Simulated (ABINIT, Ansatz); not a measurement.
# AlH3 (Pm-3m): third-order response, part 2 of 3

Which lines does AlH3 (Pm-3m) show in Raman and infrared spectra?

ABINIT 10.8.3; DFT LDA, scalar-relativistic, plane waves, HGH norm-conserving pseudopotentials.

So far. Step 3 (Ground state): The cell stands at -0.87 GPa: the relaxation ran with a smoothed and higher cutoff and on another k mesh. Step 5 (Linear response at Γ): The acoustic modes at Γ come out as far as 0.6 cm⁻¹ from zero, where they should vanish, a small numerical error; the Born charges miss their sum rule by 9.0e-4 e, which is good. The relaxed cell has a = 3.383 Å (conventional setting).

The structure was built from a prototype and need not be the compound's stable phase.

## Step 6: Zone-centre analysis

anaddb reads the merged derivatives, imposes the acoustic sum rule and charge neutrality, and adds the LO-TO term along chosen directions.

Contents of anaddb.abi:

```
ddb_filepath "gamma_DDB"
output_file "anaddb.abo"
outdata_prefix "anaddb"
asr 1
chneut 1
enunit 2
eivec 1
nph1l 1
qph1l 0.0 0.0 0.0 1.0
dieflag 1
nph2l 3
qph2l 
    1.0 0.0 0.0 0.0
    0.0 0.0 1.0 0.0
    1.0 1.0 1.0 0.0
nlflag 1
ramansr 1
alphon 1
prtmbm 1
```

Contents of mrgddb.in:

```
gamma_DDB
merged
3
dfpt_gammao_DS2_DDB
dfpt_gammao_DS3_DDB
gso_DDB
```

Run with:

```
$ mrgddb < mrgddb.in > mrgddb.log
$ OMP_NUM_THREADS=1 anaddb anaddb.abi > anaddb.log
```

anaddb.abo, the main output file:

```text
[banners, grids, parts of the stress and lines that vanish by symmetry left out]
-outvars_anaddb: echo values of input variables ----------------------

 Flags :
[...]
Dielectric Tensor and Effective Charges
[...]
Effective charge tensors after
[...]
1          1       -0.000000000       -0.000000000       -0.000000000
[...]
1          2       -0.000000000       -0.000000000       -0.000000000
[...]
1          3       -0.000000000       -0.000000000       -0.000000000
[...]
2          1       -0.000000000       -0.000000000       -0.000000000
[...]
2          2       -0.000000000       -0.000000000       -0.000000000
[...]
2          3       -0.000000000       -0.000000000       -0.000000000
[...]
3          1       -0.000000000       -0.000000000       -0.000000000
[...]
3          2       -0.000000000       -0.000000000       -0.000000000
[...]
3          3       -0.000000000       -0.000000000       -0.000000000
[...]
4          1       -0.000000000       -0.000000000       -0.000000000
[...]
4          2       -0.000000000       -0.000000000       -0.000000000
[...]
4          3       -0.000000000       -0.000000000       -0.000000000
[...]
Phonon wavevector (reduced coordinates) :  0.00000  0.00000  0.00000
 Phonon energies in Hartree :
[...]
Phonon energies in meV     :
-  0.000000E+00  0.000000E+00  0.000000E+00  5.856907E+01  5.856907E+01
-  5.856907E+01  6.974638E+01  6.974638E+01  6.974638E+01  2.335760E+02
-  2.335760E+02  2.335760E+02
 Phonon frequencies in cm-1    :
-  0.000000E+00  0.000000E+00  0.000000E+00  4.723914E+02  4.723914E+02
-  4.723914E+02  5.625425E+02  5.625425E+02  5.625425E+02  1.883918E+03
-  1.883918E+03  1.883918E+03
 Phonon frequencies in Thz     :
-  0.000000E+00  0.000000E+00  0.000000E+00  1.416194E+01  1.416194E+01
-  1.416194E+01  1.686460E+01  1.686460E+01  1.686460E+01  5.647843E+01
-  5.647843E+01  5.647843E+01
 Phonon energies in Kelvin  :
-  0.000000E+00  0.000000E+00  0.000000E+00  6.796658E+02  6.796658E+02
-  6.796658E+02  8.093732E+02  8.093732E+02  8.093732E+02  2.710537E+03
-  2.710537E+03  2.710537E+03
[...]
-  1  0.00000000E+00  0.00000000E+00 -4.27583103E-03
-     0.00000000E+00  0.00000000E+00  0.00000000E+00
-  2  0.00000000E+00  0.00000000E+00 -4.27583111E-03
-     0.00000000E+00  0.00000000E+00  0.00000000E+00
-  3  0.00000000E+00  0.00000000E+00 -4.27583111E-03
-     0.00000000E+00  0.00000000E+00  0.00000000E+00
-  4  0.00000000E+00  0.00000000E+00 -4.27583109E-03
-     0.00000000E+00  0.00000000E+00  0.00000000E+00
[...]
-  1  9.54097397E-07  4.27583092E-03  0.00000000E+00
-     0.00000000E+00  0.00000000E+00  0.00000000E+00
-  2  9.54097411E-07  4.27583101E-03  0.00000000E+00
-     0.00000000E+00  0.00000000E+00  0.00000000E+00
-  3  9.54097416E-07  4.27583099E-03  0.00000000E+00
-     0.00000000E+00  0.00000000E+00  0.00000000E+00
-  4  9.54097416E-07  4.27583101E-03  0.00000000E+00
-     0.00000000E+00  0.00000000E+00  0.00000000E+00
[...]
-  1  4.27583092E-03 -9.54098181E-07  0.00000000E+00
-     0.00000000E+00  0.00000000E+00  0.00000000E+00
-  2  4.27583099E-03 -9.54098200E-07  0.00000000E+00
-     0.00000000E+00  0.00000000E+00  0.00000000E+00
-  3  4.27583101E-03 -9.54098195E-07  0.00000000E+00
-     0.00000000E+00  0.00000000E+00  0.00000000E+00
-  4  4.27583101E-03 -9.54098200E-07  0.00000000E+00
-     0.00000000E+00  0.00000000E+00  0.00000000E+00
[...]
-  1  0.00000000E+00  0.00000000E+00  1.28423696E-03
-     0.00000000E+00  0.00000000E+00  0.00000000E+00
-  2  0.00000000E+00 -7.80019597E-07 -1.56657179E-02
-     0.00000000E+00  0.00000000E+00  0.00000000E+00
[...]
-     1         -0.000000    -0.000000     0.000000     0.000000
-     2          0.000000    -0.000000    -0.000000     0.000000
-     3         -0.000000     0.000000    -0.000000     0.000000
-     4         -0.000000    -0.000000     1.199328     1.199328
-     5         -0.000000    -1.199328     0.000000     1.199328
-     6          1.199328    -0.000000     0.000000     1.199328
[...]
-   1     Real    0.0000E+00  0.0000E+00  0.0000E+00  0.0000E+00  0.0000E+00  0.0000E+00  0.0000E+00
[...]
-   2     Real    0.0000E+00  0.0000E+00  0.0000E+00  0.0000E+00  0.0000E+00  0.0000E+00  0.0000E+00
[...]
-   3     Real    0.0000E+00  0.0000E+00  0.0000E+00  0.0000E+00  0.0000E+00  0.0000E+00  0.0000E+00
[...]
-   4     Real    0.0000E+00  0.0000E+00  7.2172E-04  0.0000E+00  0.0000E+00  0.0000E+00  7.2172E-04
[...]
-   5     Real    0.0000E+00  7.2172E-04  0.0000E+00  0.0000E+00  0.0000E+00  0.0000E+00  7.2172E-04
[...]
-   6     Real    7.2172E-04  0.0000E+00  0.0000E+00  0.0000E+00  0.0000E+00  0.0000E+00  7.2172E-04
[...]
-   7     Real    0.0000E+00  0.0000E+00  0.0000E+00  0.0000E+00  0.0000E+00  0.0000E+00  0.0000E+00
[...]
-   8     Real    0.0000E+00  0.0000E+00  0.0000E+00  0.0000E+00  0.0000E+00  0.0000E+00  0.0000E+00
[...]
-   9     Real    0.0000E+00  0.0000E+00  0.0000E+00  0.0000E+00  0.0000E+00  0.0000E+00  0.0000E+00
[...]
-  10     Real    0.0000E+00  0.0000E+00  1.2263E-03  0.0000E+00  0.0000E+00  0.0000E+00  1.2263E-03
[...]
-  11     Real    0.0000E+00  1.2263E-03  0.0000E+00  0.0000E+00  0.0000E+00  0.0000E+00  1.2263E-03
[...]
-  12     Real    1.2263E-03  0.0000E+00  0.0000E+00  0.0000E+00  0.0000E+00  0.0000E+00  1.2263E-03
[...]
Phonon at Gamma, with non-analyticity in the
[...]
Phonon energies in Hartree :
[...]
Phonon energies in meV     :
[...]
-  2.335760E+02  2.571196E+02
 Phonon frequencies in cm-1    :
[...]
-  1.883918E+03  2.073810E+03
 Phonon frequencies in Thz     :
[...]
-  5.647843E+01  6.217125E+01
 Phonon energies in Kelvin  :
-  0.000000E+00  0.000000E+00  0.000000E+00  6.796658E+02  6.796658E+02
-  8.093732E+02  8.093732E+02  8.093732E+02  1.065695E+03  2.710537E+03
-  2.710537E+03  2.983749E+03
[...]
-  2  8.46431937E-07 -4.27583103E-03  0.00000000E+00
-     0.00000000E+00  0.00000000E+00  0.00000000E+00
-  3  8.46431932E-07 -4.27583101E-03  0.00000000E+00
-     0.00000000E+00  0.00000000E+00  0.00000000E+00
-  4  8.46431932E-07 -4.27583103E-03  0.00000000E+00
-     0.00000000E+00  0.00000000E+00  0.00000000E+00
[...]
-  1  4.27583095E-03  8.46431574E-07  0.00000000E+00
-     0.00000000E+00  0.00000000E+00  0.00000000E+00
-  2  4.27583099E-03  8.46431590E-07  0.00000000E+00
-     0.00000000E+00  0.00000000E+00  0.00000000E+00
-  3  4.27583096E-03  8.46431586E-07  0.00000000E+00
-     0.00000000E+00  0.00000000E+00  0.00000000E+00
[...]
Phonon at Gamma, with non-analyticity in the
[...]
Phonon energies in Hartree :
[...]
Phonon energies in meV     :
-  0.000000E+00  0.000000E+00  0.000000E+00  5.856907E+01  5.856907E+01
-  6.974638E+01  6.974638E+01  6.974638E+01  9.183453E+01  2.335760E+02
-  2.335760E+02  2.571196E+02
 Phonon frequencies in cm-1    :
-  0.000000E+00  0.000000E+00  0.000000E+00  4.723914E+02  4.723914E+02
-  5.625425E+02  5.625425E+02  5.625425E+02  7.406954E+02  1.883918E+03
-  1.883918E+03  2.073810E+03
 Phonon frequencies in Thz     :
[...]
-  5.647843E+01  6.217125E+01
 Phonon energies in Kelvin  :
[...]
-  2.710537E+03  2.983749E+03
[...]
Phonon at Gamma, with non-analyticity in the
[...]
Phonon energies in Hartree :
[...]
Phonon energies in meV     :
[...]
-  2.335760E+02  2.571196E+02
 Phonon frequencies in cm-1    :
[...]
-  1.883918E+03  2.073810E+03
 Phonon frequencies in Thz     :
[...]
-  5.647843E+01  6.217125E+01
 Phonon energies in Kelvin  :
-  0.000000E+00  0.000000E+00  0.000000E+00  6.796658E+02  6.796658E+02
-  8.093732E+02  8.093732E+02  8.093732E+02  1.065695E+03  2.710537E+03
-  2.710537E+03  2.983749E+03
[...]
-  3  2.29742925E-03  1.29627818E-02 -6.41503697E-04
[...]
-  4  2.29742925E-03 -1.65592555E-03  5.02176711E-03
[...]
-         0.000000000       0.000000000       0.000000000
-         0.000000000       0.000000000       0.000000000
[...]
Direction                     Dielectric constant
[...]
0.00000   0.00000   1.00000     12.47842653
   1.00000   1.00000   1.00000     12.47842653
-
```

It took 1.8 s on 1 thread of Intel Xeon at 2.70GHz, shared host.

This step gave:

- mean static dielectric constant: 12.48
- highest mode moved by the LO-TO term: 2074 cm⁻¹

No LO-TO term; unit eigenvectors of the mass-weighted matrix, from anaddb's displacements. The modes at Γ (shares of kinetic energy by element, %):

```
mode  frequency (cm⁻¹)  symmetry  Al %  H %
   1               0.0  acoustic    90   10
   2               0.0  acoustic    90   10
   3               0.0  acoustic    90   10
   4             472.4       T1u     8   92
   5             472.4       T1u     8   92
   6             472.4       T1u     8   92
   7             562.5       T2u     0  100
   8             562.5       T2u     0  100
   9             562.5       T2u     0  100
  10            1883.9       T1u     2   98
  11            1883.9       T1u     2   98
  12            1883.9       T1u     2   98
```

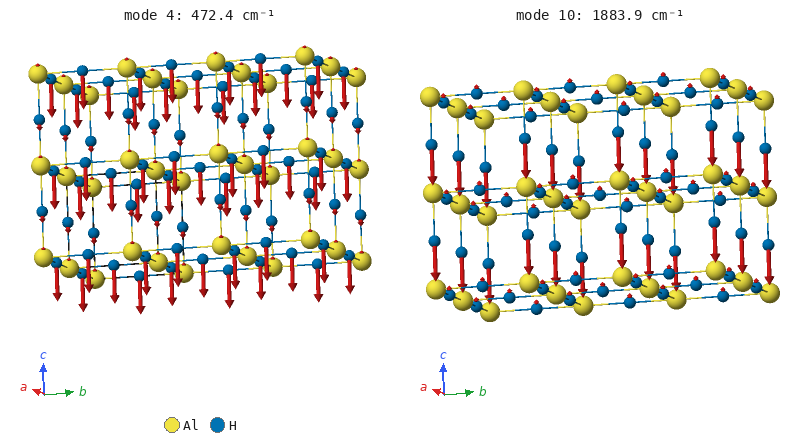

Displacement patterns of modes 4 and 10 at Γ; arrows are exaggerated. 2×3×2 cells are drawn. Some periodic images of atoms are drawn too.

Trace of the oscillator strength, degenerate modes summed. Infrared lines, with heights relative to the strongest:

```
position (cm⁻¹)  lines merged  IR intensity, relative
            472             3                      59
            562             3                     0.0
           1884             3                     100
```

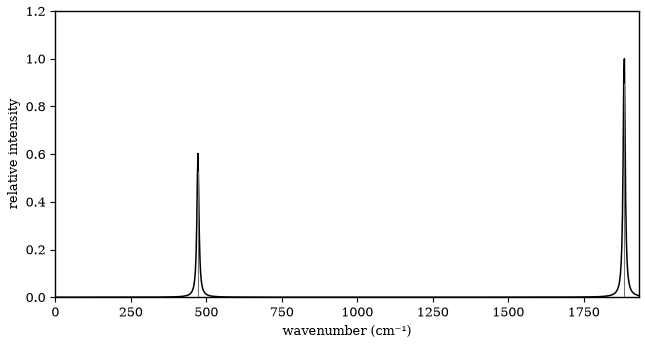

The infrared spectrum, broadened with Lorentzians of width 8 cm⁻¹; bars mark the lines.

Static dielectric tensor (ions relaxed, fixed cell):

```
12.48  0.00  0.00
 0.00 12.48  0.00
 0.00  0.00 12.48
```

The rule moves no optical mode by more than 0.1 cm⁻¹.

## Step 7: Sum rules set otherwise (asr 0)

Without the rule the raw error of the acoustic modes shows.

anaddb.abi, as its differences from that of step 6:

```diff
@@ -3,4 +3,4 @@
 outdata_prefix "anaddb"
-asr 1
-chneut 1
+asr 0
+chneut 0
 enunit 2
```

mrgddb.in is that of step 6.

anaddb.abo, the main output file:

```text
[banners, grids, parts of the stress and lines that vanish by symmetry left out]
-outvars_anaddb: echo values of input variables ----------------------

 Flags :
[...]
Dielectric Tensor and Effective Charges
[...]
Effective charge tensors after
[...]
1          1       -0.000000000       -0.000000000       -0.000000000
[...]
1          2       -0.000000000       -0.000000000       -0.000000000
[...]
1          3       -0.000000000       -0.000000000       -0.000000000
[...]
2          1       -0.000000000       -0.000000000       -0.000000000
[...]
2          2       -0.000000000       -0.000000000       -0.000000000
[...]
2          3       -0.000000000       -0.000000000       -0.000000000
[...]
3          1       -0.000000000       -0.000000000       -0.000000000
[...]
3          2       -0.000000000       -0.000000000       -0.000000000
[...]
3          3       -0.000000000       -0.000000000       -0.000000000
[...]
4          1       -0.000000000       -0.000000000       -0.000000000
[...]
4          2       -0.000000000       -0.000000000       -0.000000000
[...]
4          3       -0.000000000       -0.000000000       -0.000000000
[...]
Phonon wavevector (reduced coordinates) :  0.00000  0.00000  0.00000
 Phonon energies in Hartree :
[...]
Phonon energies in meV     :
-  7.894926E-02  7.894928E-02  7.894933E-02  5.856906E+01  5.856906E+01
-  5.856906E+01  6.974638E+01  6.974638E+01  6.974638E+01  2.335760E+02
-  2.335760E+02  2.335760E+02
 Phonon frequencies in cm-1    :
-  6.367687E-01  6.367689E-01  6.367693E-01  4.723914E+02  4.723914E+02
-  4.723914E+02  5.625425E+02  5.625425E+02  5.625425E+02  1.883918E+03
-  1.883918E+03  1.883918E+03
 Phonon frequencies in Thz     :
-  1.908985E-02  1.908985E-02  1.908986E-02  1.416194E+01  1.416194E+01
-  1.416194E+01  1.686460E+01  1.686460E+01  1.686460E+01  5.647843E+01
-  5.647843E+01  5.647843E+01
 Phonon energies in Kelvin  :
-  9.161681E-01  9.161683E-01  9.161689E-01  6.796658E+02  6.796658E+02
-  6.796658E+02  8.093731E+02  8.093731E+02  8.093731E+02  2.710537E+03
-  2.710537E+03  2.710537E+03
[...]
-  1  0.00000000E+00  0.00000000E+00  4.27583041E-03
-     0.00000000E+00  0.00000000E+00  0.00000000E+00
-  2  0.00000000E+00  0.00000000E+00  4.27583893E-03
-     0.00000000E+00  0.00000000E+00  0.00000000E+00
-  3  0.00000000E+00  0.00000000E+00  4.27583893E-03
-     0.00000000E+00  0.00000000E+00  0.00000000E+00
-  4  0.00000000E+00  0.00000000E+00  4.27583196E-03
-     0.00000000E+00  0.00000000E+00  0.00000000E+00
[...]
-  1  2.94187598E-07  4.27583040E-03  0.00000000E+00
-     0.00000000E+00  0.00000000E+00  0.00000000E+00
-  2  2.94187705E-07  4.27583892E-03  0.00000000E+00
-     0.00000000E+00  0.00000000E+00  0.00000000E+00
-  3  2.94188184E-07  4.27583195E-03  0.00000000E+00
-     0.00000000E+00  0.00000000E+00  0.00000000E+00
-  4  2.94188184E-07  4.27583892E-03  0.00000000E+00
-     0.00000000E+00  0.00000000E+00  0.00000000E+00
[...]
-  1  4.27583040E-03 -2.94187765E-07  0.00000000E+00
-     0.00000000E+00  0.00000000E+00  0.00000000E+00
-  2  4.27583195E-03 -2.94188352E-07  0.00000000E+00
-     0.00000000E+00  0.00000000E+00  0.00000000E+00
-  3  4.27583892E-03 -2.94187872E-07  0.00000000E+00
-     0.00000000E+00  0.00000000E+00  0.00000000E+00
-  4  4.27583892E-03 -2.94188352E-07  0.00000000E+00
-     0.00000000E+00  0.00000000E+00  0.00000000E+00
[...]
-  1  0.00000000E+00  0.00000000E+00 -1.28423905E-03
-     0.00000000E+00  0.00000000E+00  0.00000000E+00
-  2  0.00000000E+00  2.53838769E-07  1.56657160E-02
-     0.00000000E+00  0.00000000E+00  0.00000000E+00
[...]
-     1         -0.000000    -0.000000     0.000448     0.000448
-     2          0.000000     0.000448     0.000000     0.000448
-     3          0.000448    -0.000000     0.000000     0.000448
-     4          0.000000     0.000000    -1.198996     1.198996
-     5         -0.000000     1.198996     0.000000     1.198996
-     6          1.198996    -0.000000    -0.000000     1.198996
[...]
-   1     Real    0.0000E+00  0.0000E+00  1.4697E-11  0.0000E+00  0.0000E+00  0.0000E+00  1.4697E-11
[...]
-   2     Real    0.0000E+00  1.4697E-11  0.0000E+00  0.0000E+00  0.0000E+00  0.0000E+00  1.4697E-11
[...]
-   3     Real    1.4697E-11  0.0000E+00  0.0000E+00  0.0000E+00  0.0000E+00  0.0000E+00  1.4697E-11
[...]
-   4     Real    0.0000E+00  0.0000E+00  7.2132E-04  0.0000E+00  0.0000E+00  0.0000E+00  7.2132E-04
[...]
-   5     Real    0.0000E+00  7.2132E-04  0.0000E+00  0.0000E+00  0.0000E+00  0.0000E+00  7.2132E-04
[...]
-   6     Real    7.2132E-04  0.0000E+00  0.0000E+00  0.0000E+00  0.0000E+00  0.0000E+00  7.2132E-04
[...]
-   7     Real    0.0000E+00  0.0000E+00  0.0000E+00  0.0000E+00  0.0000E+00  0.0000E+00  0.0000E+00
[...]
-   8     Real    0.0000E+00  0.0000E+00  0.0000E+00  0.0000E+00  0.0000E+00  0.0000E+00  0.0000E+00
[...]
-   9     Real    0.0000E+00  0.0000E+00  0.0000E+00  0.0000E+00  0.0000E+00  0.0000E+00  0.0000E+00
[...]
-  10     Real    0.0000E+00  0.0000E+00  1.2261E-03  0.0000E+00  0.0000E+00  0.0000E+00  1.2261E-03
[...]
-  11     Real    0.0000E+00  1.2261E-03  0.0000E+00  0.0000E+00  0.0000E+00  0.0000E+00  1.2261E-03
[...]
-  12     Real    1.2261E-03  0.0000E+00  0.0000E+00  0.0000E+00  0.0000E+00  0.0000E+00  1.2261E-03
[...]
Phonon at Gamma, with non-analyticity in the
[...]
Phonon energies in Hartree :
[...]
Phonon energies in meV     :
[...]
-  2.335760E+02  2.571137E+02
 Phonon frequencies in cm-1    :
[...]
-  1.883918E+03  2.073762E+03
 Phonon frequencies in Thz     :
[...]
-  5.647843E+01  6.216982E+01
 Phonon energies in Kelvin  :
-  9.161681E-01  9.161683E-01  9.192463E-01  6.796658E+02  6.796658E+02
-  8.093731E+02  8.093731E+02  8.093731E+02  1.065536E+03  2.710537E+03
-  2.710537E+03  2.983681E+03
[...]
-  2  0.00000000E+00  4.27583893E-03  0.00000000E+00
-     0.00000000E+00  0.00000000E+00  0.00000000E+00
-  3  0.00000000E+00  4.27583196E-03  0.00000000E+00
-     0.00000000E+00  0.00000000E+00  0.00000000E+00
-  4  0.00000000E+00  4.27583893E-03  0.00000000E+00
-     0.00000000E+00  0.00000000E+00  0.00000000E+00
[...]
-  1  4.27571595E-03  0.00000000E+00  0.00000000E+00
-     0.00000000E+00  0.00000000E+00  0.00000000E+00
-  2  4.27625250E-03  0.00000000E+00  0.00000000E+00
-     0.00000000E+00  0.00000000E+00  0.00000000E+00
-  3  4.27716042E-03  0.00000000E+00  0.00000000E+00
-     0.00000000E+00  0.00000000E+00  0.00000000E+00
[...]
Phonon at Gamma, with non-analyticity in the
[...]
Phonon energies in Hartree :
[...]
Phonon energies in meV     :
-  7.894928E-02  7.894933E-02  7.921445E-02  5.856906E+01  5.856906E+01
-  6.974638E+01  6.974638E+01  6.974638E+01  9.182076E+01  2.335760E+02
-  2.335760E+02  2.571137E+02
 Phonon frequencies in cm-1    :
-  6.367689E-01  6.367693E-01  6.389076E-01  4.723914E+02  4.723914E+02
-  5.625425E+02  5.625425E+02  5.625425E+02  7.405844E+02  1.883918E+03
-  1.883918E+03  2.073762E+03
 Phonon frequencies in Thz     :
[...]
-  5.647843E+01  6.216982E+01
 Phonon energies in Kelvin  :
[...]
-  2.710537E+03  2.983681E+03
[...]
Phonon at Gamma, with non-analyticity in the
[...]
Phonon energies in Hartree :
[...]
Phonon energies in meV     :
[...]
-  2.335760E+02  2.571137E+02
 Phonon frequencies in cm-1    :
[...]
-  1.883918E+03  2.073762E+03
 Phonon frequencies in Thz     :
[...]
-  5.647843E+01  6.216982E+01
 Phonon energies in Kelvin  :
-  9.161682E-01  9.161687E-01  9.192458E-01  6.796658E+02  6.796658E+02
-  8.093731E+02  8.093731E+02  8.093731E+02  1.065536E+03  2.710537E+03
-  2.710537E+03  2.983681E+03
[...]
-  3  2.29751044E-03  1.29609263E-02 -6.41822370E-04
[...]
-  4  2.29751044E-03 -1.65568807E-03  5.02426309E-03
[...]
-         0.000000000       0.000000000       0.000000000
-         0.000000000       0.000000000       0.000000000
[...]
Direction                     Dielectric constant
[...]
0.00000   0.00000   1.00000     12.47410964
   1.00000   1.00000   1.00000     12.47410964
-
```

Elapsed: 1.7 s, on 1 thread.

This step gave:

```
mean static dielectric constant : 12.47
```

Zone-centre frequencies as printed; negative means imaginary. Modes:

```
mode  frequency (cm⁻¹)
   1              0.64
   2              0.64
   3              0.64
   4             472.4
   5             472.4
   6             472.4
   7             562.5
   8             562.5
   9             562.5
  10              1884
  11              1884
  12              1884
```

(Part 2 of 3 ends here.)

[Host names and launcher messages were left out of these logs when they were recorded.]

[Logs are printed without paths, hosts, clocks, repeated set-up lines and the standing remarks that a program may print on its own settings, such as how far it seeks lower states.]

[Hosts, paths, dates, database ids (printed as entryN), source tags and the programs' standing remarks are cut or masked in the printed files.]
